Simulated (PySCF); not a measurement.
# C5H10AsB: electronic excitations

Aim: predict the electronic excitations of C5H10AsB (`CC#C[C@@H]1[BH2-][AsH2+]C1`).

Computed with PySCF 2.14.0, with density-fitted response routines of our own, on a single molecule in the gas phase. Atoms count from 0, in the outputs and in this text.

## 1. The starting structure

17 atoms, charge 0, multiplicity 1; geometry from: GFN2-xTB.

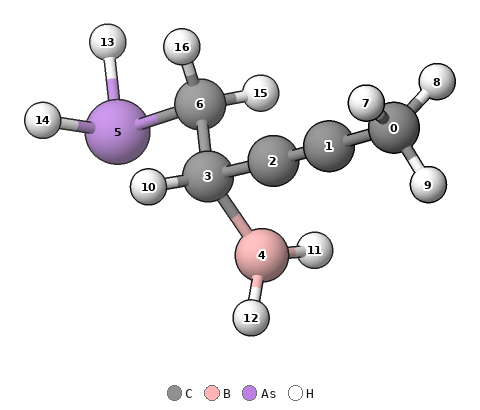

The starting geometry (carbon grey, boron pink, arsenic purple, hydrogen white), atoms numbered.

The optimised geometry no longer has the bonds of the starting formula, so what follows describes that rearranged structure.

## 2. TDDFT and polarisability: B3LYP/def2-SVPD

Job settings and geometry (Å):

```
{"job": {"kind": "uv", "xc": "B3LYP", "basis": "def2-SVPD", "nstates": 8, "ntriplets": 3}, "charge": 0, "multiplicity": 1}
C      3.364899     0.011107     0.129502
C      1.938773    -0.028212     0.363290
C      0.752884    -0.030941     0.577606
C     -0.696869    -0.040445     0.769375
B     -0.498962    -1.586711     0.905245
As    -3.395611     0.382516    -0.194883
C     -1.429975     0.549607    -0.429464
H      3.801580     0.880288     0.621975
H      3.569189     0.068824    -0.939697
H      3.830465    -0.889367     0.530665
H     -0.943741     0.516136     1.678365
H     -0.552171    -2.260969    -0.050640
H     -0.253066    -2.052675     1.950442
H     -3.711729     1.406341    -1.256190
H     -3.479088     1.477123     0.838152
H     -1.146363     0.008207    -1.336435
H     -1.157213     1.601202    -0.569369
```

Method: TDDFT B3LYP/def2-SVPD, vertical, gas phase, core orbitals frozen in the response.

Started as:

```sh
$ OMP_NUM_THREADS=1 python probes_run.py task.json out
```

This one command runs all jobs of the session in turn.

Log:

```text
coarse grid: 63136 points
cycle   1  E = -2456.7572396076  dE = -1.347e-01  |g| = 4.222e-01  |ddm| = 1.038e+01
cycle   2  E = -2456.7461570819  dE =  1.108e-02  |g| = 4.606e-01  |ddm| = 2.442e+00
cycle   3  E = -2456.7945076638  dE = -4.835e-02  |g| = 1.579e-01  |ddm| = 9.583e-01
cycle   4  E = -2456.8002846620  dE = -5.777e-03  |g| = 5.738e-02  |ddm| = 2.924e-01
cycle   5  E = -2456.8010812942  dE = -7.966e-04  |g| = 1.608e-02  |ddm| = 1.144e-01
cycle   6  E = -2456.8011498253  dE = -6.853e-05  |g| = 4.158e-03  |ddm| = 3.603e-02
cycle   7  E = -2456.8011543675  dE = -4.542e-06  |g| = 7.717e-04  |ddm| = 1.560e-02
final grid: 134048 points
cycle   8  E = -2456.8011309179  dE = -2.874e-08  |g| = 9.111e-04  |ddm| = 1.751e-02
cycle   9  E = -2456.8011307228  dE =  1.951e-07  |g| = 1.224e-03  |ddm| = 5.377e-03
cycle  10  E = -2456.8011311657  dE = -4.430e-07  |g| = 1.003e-04  |ddm| = 3.110e-03
cycle  11  E = -2456.8011311678  dE = -2.115e-09  |g| = 3.481e-05  |ddm| = 2.295e-04
cycle  12  E = -2456.8011311681  dE = -2.747e-10  |g| = 1.028e-05  |ddm| = 6.678e-05
converged SCF energy = -2456.8011311681

Static polarisability (au): isotropic 111.332, principal 83.846 95.191 154.958

Singlet excitations
state   eV       nm        f      main configurations
  1   4.9492    250.5   0.01199   H-2->L 0.52, H->L 0.41
  2   5.1767    239.5   0.03259   H->L 0.58, H-2->L 0.38
  3   5.4433    227.8   0.13916   H-1->L 0.81
  4   6.2660    197.9   0.04430   H->L+1 0.53, H-4->L 0.25, H-3->L 0.16
  5   6.2872    197.2   0.01693   H->L+1 0.38, H-3->L 0.33, H-4->L 0.23
  6   6.4533    192.1   0.00661   H-1->L+1 0.69, H-1->L+4 0.10
  7   6.5711    188.7   0.00110   H-4->L 0.40, H-3->L 0.39
  8   6.7046    184.9   0.09825   H->L+3 0.58, H->L+2 0.18

Triplet excitations (Tamm-Dancoff, eV): 4.2348 4.6836 4.9169
```

Run time: 63 s. Hardware: 1 thread of Arm Neoverse V1, shared host; peak memory 0.91 GiB.

The orbitals next to the gap, with their largest atomic shares:

```csv
orbital,eV,atoms
HOMO−3,-8.86,"B4 20 %, As5 16 %, H11 14 %"
HOMO−2,-7.59,"C1 34 %, C2 33 %, C0 7 %"
HOMO−1,-7.42,"C1 28 %, C2 26 %, C3 15 %"
HOMO,-7.07,"As5 59 %, C6 15 %, H14 7 %"
LUMO,-1.28,"B4 37 %, C1 18 %, C3 9 %"
LUMO+1,-0.01,"As5 24 %, C6 10 %, B4 8 %"
LUMO+2,0.35,"C0 28 %, C1 13 %, H7 12 %"
```

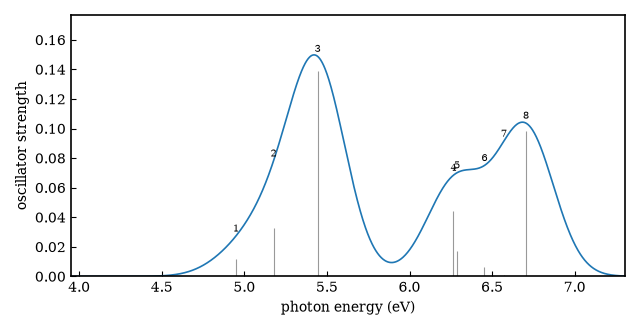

Absorption spectrum from the 8 singlet states computed; above the last one it falls off for lack of states. Lines are broadened to a width of 0.40 eV (Gaussian).

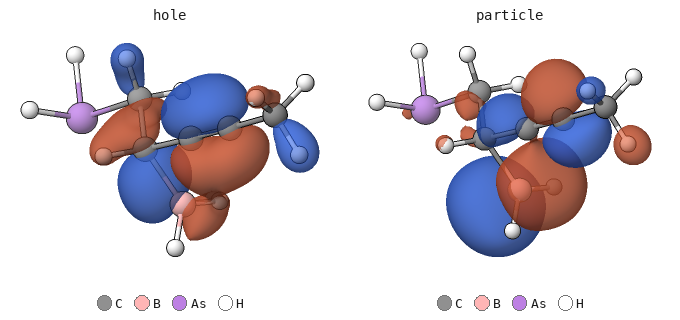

Leading natural transition orbitals of singlet state 3: the electron leaves the hole (left) for the particle orbital (right).

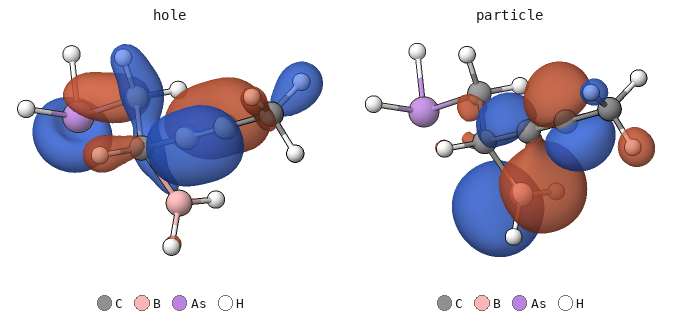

Leading natural transition orbitals of singlet state 1: the electron leaves the hole (left) for the particle orbital (right).

Further results of this job:

```csv
property,computed
dipole moment (D),2.71
polarisability (Å³),16.50
HOMO–LUMO gap (eV),5.79
−ε(HOMO) (eV),7.07
```

The fields below are evaluated on a grid from the run's orbitals.

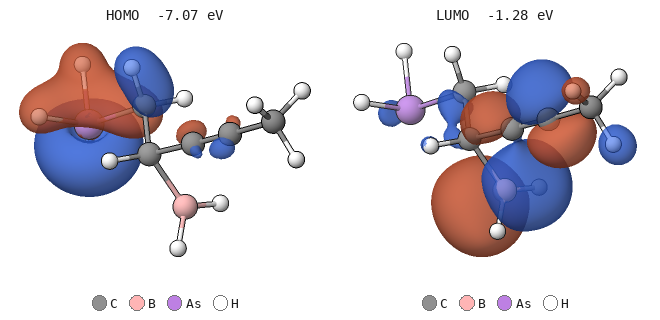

B3LYP/def2-SVPD orbitals near the gap, drawn at the value that encloses 70 % of each; the two colours are the two signs.

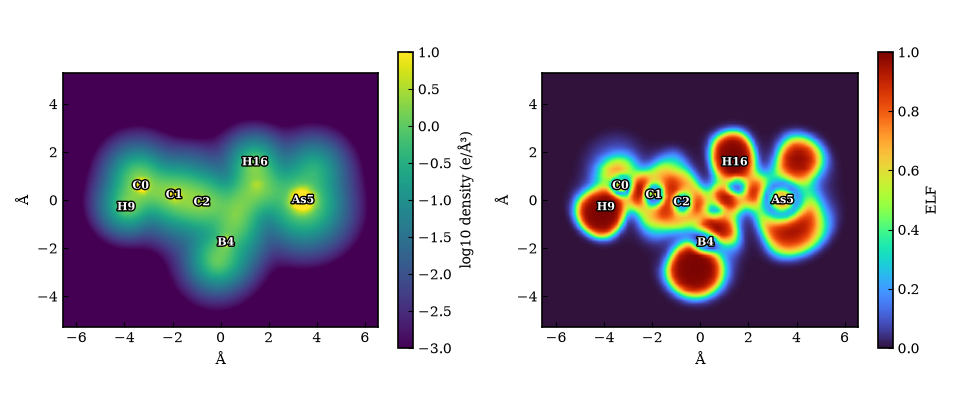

Density (left) and ELF (right) in a plane through or near 7 of the atoms.

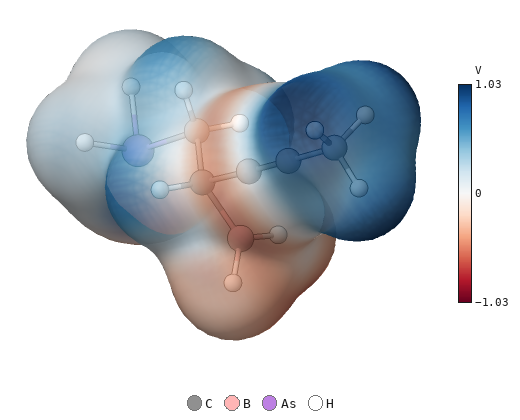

The potential that a unit positive charge feels on the 0.002 e/bohr³ surface, from -0.68 V near As5 to 1.03 V near H7.

## 3. What came out

| quantity | value |
| --- | --- |
| lowest singlet (B3LYP/def2-SVPD) | 4.95 eV (251 nm), f = 0.012 |
| brightest single state of those computed | state 3, 5.44 eV, f = 0.139 |
| lowest triplet | 4.23 eV |
| surface potential, least and greatest | -0.68 V and 1.03 V |

What this shows: The structure rearranged or came apart on optimisation; the results belong to the end geometry, not to the formula as drawn. The lowest singlet, at 4.95 eV, is HOMO−2→LUMO 0.52, HOMO→LUMO 0.41 and is weak; of the 8 states computed, the strongest absorption comes from state 3 at 5.44 eV (the last state computed is bright too, and its partners may lie past the list). The lowest triplet lies 0.71 eV below the lowest singlet (triplets in Tamm-Dancoff, singlets in full TDDFT). By nearest atom (B3LYP/def2-SVPD), the HOMO sits on As5 58 %; C6 11 % and the LUMO on B4 35 %; C1 20 %.
